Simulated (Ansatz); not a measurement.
# CH9NOSi2: molecular dynamics

Aim: let a guess near a reaction's saddle point go and see which way it falls. Runs: 150 steps of 0.5 fs at constant energy, with velocities drawn for 1000 K; 150 steps of 0.5 fs at constant energy, with velocities drawn for 100 K. Reaction type: 1,2-elimination.

Program: Ansatz 0.2.0. Level of theory: UKS B3LYP-D4/STO-3G. These are calculated values, not measurements.

## 1. The system as given

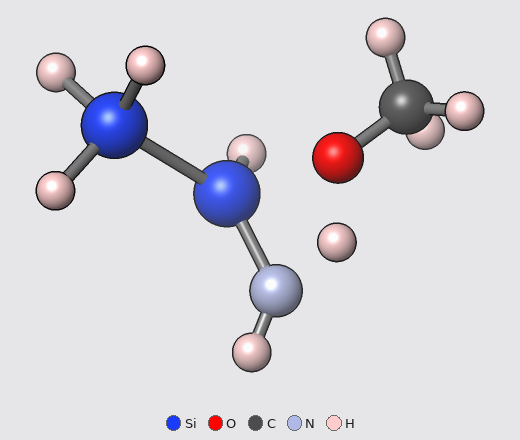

The starting structure, seen from a chosen angle (silicon blue, oxygen red, carbon dark grey, nitrogen light blue, hydrogen pink).

As a file:

```xyz
14

Si   -0.5197    0.6231    0.5917
O     0.8682   -0.7921    0.0045
C     0.6362   -2.1586    0.1038
N     0.7283    0.8627    1.6665
H     1.3369   -0.1288    0.9956
H    -1.6163   -0.2288    1.0899
Si   -0.9640    1.7165   -1.3865
H     0.1942   -2.4228    1.0714
H     1.5819   -2.6953   -0.0129
H    -0.0463   -2.4739   -0.6916
H     1.0615    1.6850    2.1406
H    -0.3633    1.0886   -2.5671
H    -2.4091    1.8176   -1.6558
H    -0.4886    3.1069   -1.3501
```

## 2. Run 1

150 steps of 0.5 fs at constant energy, with velocities drawn for 1000 K.

Input file input.yaml:

```yaml
crystal:
  periodic: [false, false, false]
  atoms:
    - { symbol: Si, position_ang: [-0.5197, 0.6231, 0.5917] }
    - { symbol: O, position_ang: [0.8682, -0.7921, 0.0045] }
    - { symbol: C, position_ang: [0.6362, -2.1586, 0.1038] }
    - { symbol: "N", position_ang: [0.7283, 0.8627, 1.6665] }
    - { symbol: H, position_ang: [1.3369, -0.1288, 0.9956] }
    - { symbol: H, position_ang: [-1.6163, -0.2288, 1.0899] }
    - { symbol: Si, position_ang: [-0.964, 1.7165, -1.3865] }
    - { symbol: H, position_ang: [0.1942, -2.4228, 1.0714] }
    - { symbol: H, position_ang: [1.5819, -2.6953, -0.0129] }
    - { symbol: H, position_ang: [-0.0463, -2.4739, -0.6916] }
    - { symbol: H, position_ang: [1.0615, 1.685, 2.1406] }
    - { symbol: H, position_ang: [-0.3633, 1.0886, -2.5671] }
    - { symbol: H, position_ang: [-2.4091, 1.8176, -1.6558] }
    - { symbol: H, position_ang: [-0.4886, 3.1069, -1.3501] }
magnetization:
  spin_polarized: true
basis:
  gaussian: { orbitals: STO-3G }
hamiltonian:
  xc: b3lyp
  dispersion: d4
md:
  timestep: 0.5
  n_steps: 150
  ensemble: nve
  temperature: 1000.0
  initial_velocities: maxwell_boltzmann
  seed: 993379
```

On the command line:

```console
$ ansatz run input.yaml --threads 1 --pin off --max-ram 2048MiB --backend cpu --events-out ev --progress --plain --runs-dir out
```

Output (excerpt; [...] marks lines left out):

```text
Warning: RAYON_NUM_THREADS=1 ignored (pool sized by the plan → 1); use --threads N
[...]
Functional definition: B3LYP
[...]
584 factors; integrals over basis functions are off by at most 1.0e-5 eV
[...]
mean field -20230.22780095 eV, -743.4471591440 hartree, gradient 1.4e-5 eV, S^2 0.000000; 0 other end points of the search recorded, 0 dependent functions left out
[...]
reference -20230.22803020 eV, -743.4471675689 hartree; 29, 29 occupied and 13, 13 virtual orbitals, 584 factors
md step     0: t =     0.00 fs  T =  1000.0 K  F+E_penalty+E_count = -20230.71149368 eV  E_kin = 1.551120 eV  conserved = -20229.16037370 eV  (26 SCF iters)
[...]
md step    17: t =     8.50 fs  T =   929.1 K  F+E_penalty+E_count = -20230.59927619 eV  E_kin = 1.441210 eV  conserved = -20229.15806627 eV  (29 SCF iters, 3 dispersion substeps)
[...]
md step    34: t =    17.00 fs  T =  1263.2 K  F+E_penalty+E_count = -20231.11639227 eV  E_kin = 1.959303 eV  conserved = -20229.15708916 eV  (28 SCF iters, 3 dispersion substeps)
[...]
md step    51: t =    25.50 fs  T =  1814.3 K  F+E_penalty+E_count = -20231.97898055 eV  E_kin = 2.814205 eV  conserved = -20229.16477572 eV  (28 SCF iters, 3 dispersion substeps)
[...]
md step    68: t =    34.00 fs  T =  1728.2 K  F+E_penalty+E_count = -20231.83974717 eV  E_kin = 2.680690 eV  conserved = -20229.15905710 eV  (28 SCF iters, 3 dispersion substeps)
md step    69: t =    34.50 fs  T =  1859.7 K  F+E_penalty+E_count = -20232.04580758 eV  E_kin = 2.884641 eV  conserved = -20229.16116680 eV  (28 SCF iters, 3 dispersion substeps)
```

## 3. More of the same log: dynamics from the start

Output, continued (excerpt; [...] marks lines left out):

```text
md step    70: t =    35.00 fs  T =  1987.6 K  F+E_penalty+E_count = -20232.24628991 eV  E_kin = 3.082998 eV  conserved = -20229.16329144 eV  (27 SCF iters, 3 dispersion substeps)
[...]
md step    90: t =    45.00 fs  T =  1655.5 K  F+E_penalty+E_count = -20231.73177641 eV  E_kin = 2.567919 eV  conserved = -20229.16385766 eV  (28 SCF iters, 3 dispersion substeps)
[...]
md step   110: t =    55.00 fs  T =  1574.7 K  F+E_penalty+E_count = -20231.60444921 eV  E_kin = 2.442505 eV  conserved = -20229.16194460 eV  (28 SCF iters, 3 dispersion substeps)
[...]
md step   130: t =    65.00 fs  T =  1325.8 K  F+E_penalty+E_count = -20231.21618225 eV  E_kin = 2.056409 eV  conserved = -20229.15977349 eV  (28 SCF iters, 3 dispersion substeps)
[...]
Atom 4 at     1.045912     2.114521     1.942226 Å, force     1.150144     0.291693    -0.228086 eV/Å
Atom 5 at    -1.110729    -0.561080     0.862788 Å, force    -0.100533     0.839577     0.832290 eV/Å
Atom 6 at    -0.886938     1.700366    -1.058526 Å, force    -0.232140    -0.823559    -1.510972 eV/Å
Atom 7 at    -0.145158    -2.586311     0.906040 Å, force     0.205199     1.115551     0.066224 eV/Å
Atom 8 at     1.219524    -2.854924    -0.108366 Å, force     0.164621    -1.156551    -0.936557 eV/Å
Atom 9 at    -0.548931    -2.733688    -0.739936 Å, force     0.472376     0.471445    -1.222210 eV/Å
Atom 10 at    -0.003502     1.132147     2.562162 Å, force    -0.384310    -0.696277     2.618394 eV/Å
Atom 11 at    -2.150182     1.033075    -1.310601 Å, force    -0.164868     0.420892    -0.105507 eV/Å
Atom 12 at    -1.150228     3.122400    -0.880654 Å, force     0.280730    -0.363785     0.251314 eV/Å
Atom 13 at    -0.170529     1.495880    -2.307894 Å, force    -0.103226     0.421939     0.011440 eV/Å
Dipole moment:     0.340092    -0.425085     0.393850 e Å
```

It took 12 min on 1 thread of Arm Neoverse V1, shared host; peak memory 0.16 GiB.

## 4. What the atoms did

One step in 6; energies are changes from step 0:

| time (fs) | T (K) | potential energy change (meV/atom) | total energy change (meV/atom) | H5–O2 (Å) | Si1–O2 (Å) | H5–N4 (Å) |
| --- | --- | --- | --- | --- | --- | --- |
| 0.0 | 1000 | 0.0 | 0.00 | 1.28 | 2.07 | 1.34 |
| 3.0 | 765 | 26.2 | 0.14 | 1.33 | 2.09 | 1.27 |
| 6.0 | 850 | 16.5 | -0.11 | 1.47 | 2.07 | 1.07 |
| 9.0 | 1007 | -0.9 | -0.04 | 1.62 | 2.03 | 0.99 |
| 12.0 | 998 | 0.3 | 0.12 | 1.71 | 1.97 | 1.14 |
| 15.0 | 1180 | -20.1 | -0.17 | 1.77 | 1.90 | 1.06 |
| 18.0 | 1402 | -44.4 | 0.12 | 1.77 | 1.81 | 0.97 |
| 21.0 | 1637 | -70.6 | -0.02 | 1.74 | 1.72 | 1.15 |
| 24.0 | 1719 | -79.7 | -0.06 | 1.82 | 1.65 | 1.15 |
| 27.0 | 1634 | -70.2 | 0.12 | 2.05 | 1.60 | 1.00 |
| 30.0 | 1667 | -74.1 | -0.26 | 2.32 | 1.59 | 1.11 |
| 33.0 | 1535 | -59.0 | 0.27 | 2.57 | 1.60 | 1.19 |
| 36.0 | 2154 | -128.2 | -0.33 | 2.78 | 1.62 | 1.04 |
| 39.0 | 2236 | -137.1 | -0.14 | 3.02 | 1.67 | 1.02 |
| 42.0 | 1856 | -94.6 | 0.17 | 3.25 | 1.73 | 1.13 |
| 45.0 | 1656 | -72.9 | -0.25 | 3.36 | 1.81 | 1.02 |
| 48.0 | 1454 | -50.2 | 0.09 | 3.45 | 1.87 | 0.99 |
| 51.0 | 1510 | -56.4 | 0.08 | 3.54 | 1.93 | 1.11 |
| 54.0 | 1602 | -66.9 | -0.23 | 3.55 | 1.97 | 1.01 |
| 57.0 | 1525 | -58.1 | 0.06 | 3.65 | 1.99 | 1.00 |
| 60.0 | 1423 | -46.8 | 0.02 | 3.85 | 1.99 | 1.11 |
| 63.0 | 1338 | -37.5 | -0.08 | 3.97 | 1.96 | 1.04 |
| 66.0 | 1335 | -36.9 | 0.15 | 4.06 | 1.89 | 1.02 |
| 69.0 | 1483 | -53.7 | -0.15 | 4.12 | 1.80 | 1.13 |
| 72.0 | 1213 | -23.6 | 0.09 | 3.99 | 1.70 | 1.10 |
| 75.0 | 1053 | -5.9 | -0.03 | 3.78 | 1.62 | 1.05 |

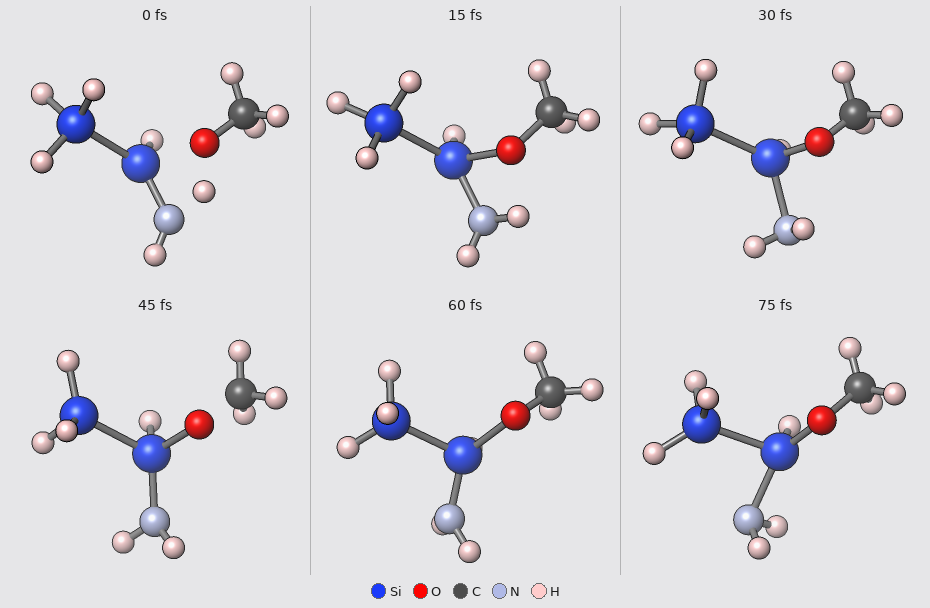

The system at six times, viewed from a chosen angle. Sticks join atoms within a bonding distance in each frame.

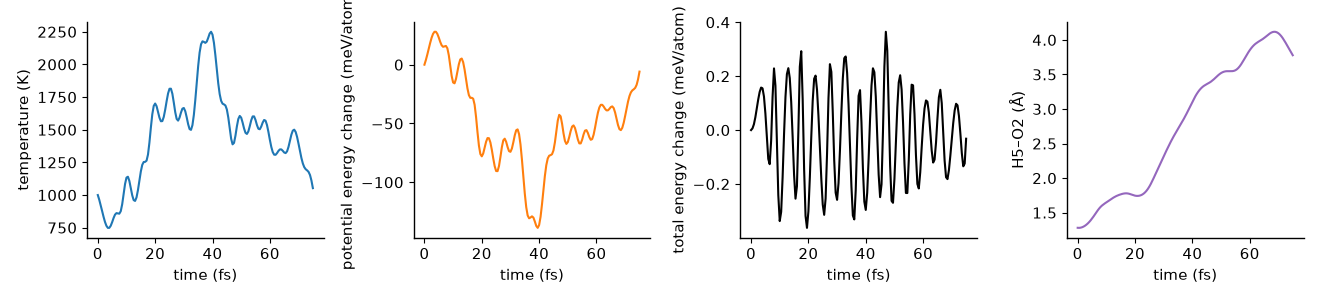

Time series of the run, each on its own scale.

Bonds that form or break, judged by distance (formed within 1.15 times the sum of covalent radii and held on average over 12 fs, broken when stretched by half; pairs already stretched at the start don't count as bonds):

```
time (fs)    bond  event
      5.5   N4–H5  forms
     12.0  Si1–O2  forms
```

## 5. Snapshots as a file

Extended XYZ, with forces in eV/Å:

```xyz
14
time_fs=10.5 T=1140 dE=-0.2219
Si   -0.542    0.566    0.583    3.434   -2.449   -2.713
O     0.943   -0.671    0.057   -2.267   -1.454   -0.512
C     0.601   -2.138    0.120   -0.841    1.478   -0.968
N     0.798    0.788    1.673   -0.439    0.440    2.135
H     1.472   -0.033    1.499   -1.178    1.096   -0.577
H    -1.824   -0.147    0.800    0.751    0.067    0.945
Si   -1.006    1.736   -1.412    1.918   -0.732    0.253
H     0.042   -2.455    0.995   -0.320    0.036    1.204
H     1.448   -2.829    0.035    0.757    0.347   -0.133
H    -0.076   -2.346   -0.709   -0.349   -0.567   -0.786
H     1.288    1.602    2.051   -0.328    1.139    0.290
H    -0.594    0.855   -2.521   -0.137    0.288    0.592
H    -2.319    2.130   -1.764   -0.905    0.200    0.297
H    -0.150    2.896   -1.509   -0.097    0.112   -0.027
14
time_fs=21.5 T=1592 dE=-0.9175
Si   -0.436    0.436    0.482    0.525    1.883    2.123
O     0.871   -0.588    0.077   -1.503   -4.256   -2.361
C     0.469   -2.094    0.087    4.200    2.847   -0.260
N     0.783    0.841    1.852    0.659    1.035   -0.804
H     1.679    0.262    1.370   -2.367    2.330    1.240
H    -1.563   -0.132    1.279    0.392    0.006   -0.986
Si   -1.014    1.748   -1.417    1.909   -2.654    1.336
H     0.043   -2.324    1.038   -0.882   -0.660    1.341
H     1.511   -2.488    0.034   -0.545   -0.753    0.279
H    -0.057   -2.551   -0.733   -1.135    0.179   -1.091
H     1.010    1.923    1.912    0.246   -1.637   -0.340
H    -0.864    0.638   -2.359   -0.425    0.701   -0.251
H    -2.267    2.359   -1.446   -1.308    0.530   -0.089
H     0.028    2.684   -1.683    0.235    0.449   -0.136
14
time_fs=32.0 T=1505 dE=-0.7807
Si   -0.299    0.378    0.446   -1.790    3.115    2.963
O     0.735   -0.726   -0.054    4.802    5.712   -1.488
C     0.476   -1.983    0.075   -1.133   -7.448   -0.553
N     0.679    1.008    2.010    2.620    2.623   -4.389
H     1.745    0.960    1.473   -2.713   -0.437    1.854
H    -1.358   -0.306    1.197   -0.315    0.202   -0.700
Si   -0.991    1.713   -1.377    0.044   -1.336    0.370
H    -0.096   -2.295    0.929   -0.858   -0.269    1.909
H     1.365   -2.681    0.098   -0.226    0.642   -0.520
H    -0.202   -2.226   -0.748   -0.299   -1.755   -1.061
H     0.651    2.133    1.816   -0.466   -1.804    0.906
H    -1.419    0.873   -2.491    0.317   -0.013    0.328
H    -2.155    2.481   -1.094   -0.332    0.468    0.402
H     0.040    2.571   -1.869    0.348    0.299   -0.019
14
time_fs=43.0 T=1722 dE=-1.1167
Si   -0.217    0.430    0.511    1.135    0.332   -1.768
O     0.831   -0.731   -0.289   -1.097   -3.103    1.111
C     0.337   -2.247    0.045    4.321    2.969   -1.876
N     0.538    1.242    1.958    0.336    1.422    0.876
H     1.638    1.316    2.168   -3.003   -0.313   -1.259
H    -1.449   -0.273    0.645   -0.604   -0.312    1.563
Si   -0.967    1.657   -1.310    0.222    1.833    1.531
H    -0.122   -2.295    1.010   -0.725   -0.451    1.194
H     1.320   -2.814   -0.007   -0.861    0.439    0.790
H    -0.219   -2.730   -0.758   -1.173    0.425   -0.426
H     0.072    2.198    2.295    1.208   -2.339   -1.075
H    -1.789    1.116   -2.361   -0.018   -0.530    0.126
H    -1.800    2.642   -0.590    0.161   -0.317   -0.682
H     0.047    2.460   -1.951    0.098   -0.055   -0.105
14
time_fs=53.5 T=1573 dE=-0.8898
Si   -0.141    0.476    0.535   -0.848   -3.036   -2.090
O     0.889   -0.878   -0.445   -2.712   -0.817    2.744
C     0.321   -2.329   -0.035    2.512    2.307    0.827
N     0.330    1.432    1.863    0.420    1.091    1.495
H     1.317    1.469    2.181   -0.380    0.564    0.320
H    -1.358   -0.078    1.147    0.164   -0.453   -0.584
Si   -0.933    1.649   -1.210    0.144    2.270    0.820
H    -0.152   -2.361    0.939   -0.412    0.635    1.120
H     1.244   -2.959    0.140   -0.819    0.167   -1.002
H    -0.448   -2.799   -0.658    0.288    0.091   -1.276
H    -0.404    1.925    2.499    1.881   -1.348   -1.303
H    -1.969    0.965   -1.938   -0.022   -0.046   -0.187
H    -1.535    2.829   -0.485    0.264   -1.008   -1.017
H     0.086    2.234   -2.091   -0.480   -0.419    0.131
14
time_fs=64.5 T=1339 dE=-0.5263
Si   -0.076    0.412    0.488    1.255   -2.298    0.375
O     0.813   -1.026   -0.439    2.202    7.461    0.715
C     0.361   -2.254   -0.064   -2.237   -3.380   -0.538
N     0.192    1.649    1.783   -2.420   -1.271   -0.811
H     0.997    1.875    2.325    3.037    0.438    0.693
H    -1.088   -0.342    1.241   -0.035    0.132   -0.606
Si   -0.893    1.679   -1.100   -0.953    0.995   -2.003
H    -0.162   -2.240    0.906   -0.293   -0.956    0.164
H     1.072   -3.110   -0.159    0.796    0.525    0.887
H    -0.307   -2.504   -0.914   -1.403   -0.952    0.526
H    -0.439    1.282    2.536   -0.135    0.125    0.250
H    -1.997    0.852   -1.512   -0.347    0.123   -0.286
H    -1.485    3.022   -0.792    0.769   -1.122   -0.009
H    -0.048    1.758   -2.303   -0.237    0.177    0.642
14
time_fs=75.0 T=1053 dE=-0.0825
Si    0.008    0.280    0.443   -4.043    5.046    2.305
O     0.814   -0.866   -0.368    1.263   -5.359   -1.324
C     0.261   -2.336   -0.107    1.582    2.306    1.690
N     0.063    1.789    1.778   -0.090   -2.515   -2.447
H     1.046    2.115    1.942    1.150    0.292   -0.228
H    -1.111   -0.561    0.863   -0.101    0.840    0.832
Si   -0.887    1.700   -1.058   -0.232   -0.824   -1.511
H    -0.145   -2.586    0.906    0.205    1.116    0.066
H     1.220   -2.855   -0.108    0.165   -1.157   -0.937
H    -0.549   -2.734   -0.740    0.472    0.471   -1.222
H    -0.004    1.132    2.562   -0.384   -0.696    2.618
H    -2.150    1.033   -1.311   -0.165    0.421   -0.105
H    -1.150    3.122   -0.881    0.281   -0.364    0.251
H    -0.171    1.496   -2.308   -0.103    0.422    0.011
```

Reading of run 1. At the last frame the bonds meant to break are whole and the new ones absent: it fell back to the reactants' side (CH9NOSi2). The temperature starts at 1000 K and averages 1536 K in the second half, where it ranges from 1053 to 2250 K; the start was no minimum (force components up to 5.7 eV/Å), and the potential energy that it sheds (59 meV/atom) turns into motion, which in so few atoms is no thermal temperature. The total energy strays from its start by at most 0.36 meV/atom, 0.2 % of the mean kinetic energy, so a step of 0.5 fs is short enough over this time. The bonding pattern changes, first at 5.5 fs: N4–H5 forms. By that distance rule the pieces at the end are CH9NOSi2; a long dative bond can count as broken.

## 6. Run 2

150 steps of 0.5 fs at constant energy, with velocities drawn for 100 K.

Changes to input.yaml since step 2:

```diff
@@ -28,4 +28,4 @@
   ensemble: nve
-  temperature: 1000.0
+  temperature: 100.0
   initial_velocities: maxwell_boltzmann
-  seed: 993379
+  seed: 913556
```

On the command line:

```console
$ ansatz run input.yaml --threads 1 --pin off --max-ram 2048MiB --backend cpu --events-out ev --progress --plain --runs-dir out
```

Output (excerpt; [...] marks lines left out):

```text
Warning: RAYON_NUM_THREADS=1 ignored (pool sized by the plan → 1); use --threads N
[...]
[... 1 set-up line as earlier in the session ...]
[...]
584 factors; integrals over basis functions are off by at most 1.0e-5 eV
[...]
mean field -20230.22780095 eV, -743.4471591440 hartree, gradient 1.4e-5 eV, S^2 0.000000; 0 other end points of the search recorded, 0 dependent functions left out
[...]
reference -20230.22803020 eV, -743.4471675689 hartree; 29, 29 occupied and 13, 13 virtual orbitals, 584 factors
md step     0: t =     0.00 fs  T =   100.0 K  F+E_penalty+E_count = -20230.71149368 eV  E_kin = 0.155112 eV  conserved = -20230.55638168 eV  (26 SCF iters)
[...]
md step    18: t =     9.00 fs  T =   763.3 K  F+E_penalty+E_count = -20231.74564583 eV  E_kin = 1.183931 eV  conserved = -20230.56171507 eV  (28 SCF iters, 3 dispersion substeps)
[...]
md step    36: t =    18.00 fs  T =  1233.1 K  F+E_penalty+E_count = -20232.47570693 eV  E_kin = 1.912760 eV  conserved = -20230.56294645 eV  (26 SCF iters, 3 dispersion substeps)
[...]
md step    54: t =    27.00 fs  T =   871.7 K  F+E_penalty+E_count = -20231.91129962 eV  E_kin = 1.352064 eV  conserved = -20230.55923600 eV  (27 SCF iters, 3 dispersion substeps)
[...]
md step    72: t =    36.00 fs  T =  1532.6 K  F+E_penalty+E_count = -20232.93791303 eV  E_kin = 2.377230 eV  conserved = -20230.56068291 eV  (27 SCF iters, 3 dispersion substeps)
md step    73: t =    36.50 fs  T =  1525.5 K  F+E_penalty+E_count = -20232.92796095 eV  E_kin = 2.366290 eV  conserved = -20230.56167062 eV  (27 SCF iters, 3 dispersion substeps)
md step    74: t =    37.00 fs  T =  1499.6 K  F+E_penalty+E_count = -20232.88734558 eV  E_kin = 2.326082 eV  conserved = -20230.56126327 eV  (28 SCF iters, 3 dispersion substeps)
```

## 7. The log goes on: dynamics from the start

Output, continued (excerpt; [...] marks lines left out):

```text
md step    75: t =    37.50 fs  T =  1459.3 K  F+E_penalty+E_count = -20232.82296527 eV  E_kin = 2.263571 eV  conserved = -20230.55939415 eV  (27 SCF iters, 3 dispersion substeps)
[...]
md step    94: t =    47.00 fs  T =   673.6 K  F+E_penalty+E_count = -20231.59985750 eV  E_kin = 1.044832 eV  conserved = -20230.55502539 eV  (28 SCF iters, 3 dispersion substeps)
[...]
md step   113: t =    56.50 fs  T =   886.0 K  F+E_penalty+E_count = -20231.92973205 eV  E_kin = 1.374332 eV  conserved = -20230.55539967 eV  (26 SCF iters, 3 dispersion substeps)
[...]
md step   132: t =    66.00 fs  T =   905.2 K  F+E_penalty+E_count = -20231.96412340 eV  E_kin = 1.404059 eV  conserved = -20230.56006460 eV  (26 SCF iters, 3 dispersion substeps)
[...]
Atom 4 at     1.208679     2.144975     1.626088 Å, force    -1.429789    -0.472070    -0.139097 eV/Å
Atom 5 at    -1.176273    -0.467969     0.907036 Å, force    -0.930435     0.655889     0.946635 eV/Å
Atom 6 at    -0.900926     1.736417    -1.118272 Å, force    -0.669059     0.600725    -1.707873 eV/Å
Atom 7 at     0.319872    -2.624289     1.170854 Å, force    -0.220092     0.782157    -0.427697 eV/Å
Atom 8 at     1.139705    -2.870052    -0.377693 Å, force     0.190865    -0.444940    -0.217013 eV/Å
Atom 9 at    -0.632576    -2.740254    -0.377832 Å, force    -0.177386     0.745609    -0.013378 eV/Å
Atom 10 at    -0.448584     1.848851     1.922428 Å, force    -4.373188     3.534992     1.646041 eV/Å
Atom 11 at    -0.379218     1.305528    -2.409823 Å, force    -0.179742     0.289644     0.125061 eV/Å
Atom 12 at    -2.368593     1.664963    -1.223037 Å, force     0.646836     0.105324     0.123490 eV/Å
Atom 13 at    -0.523155     3.140011    -0.939668 Å, force    -0.130650    -0.467027     0.032771 eV/Å
Dipole moment:    -0.066834    -0.031607     0.023955 e Å
```

Run time: 12 min. Hardware: 1 thread of Arm Neoverse V1, shared host; peak memory 0.16 GiB.

(Part 1 of 2 ends here.)
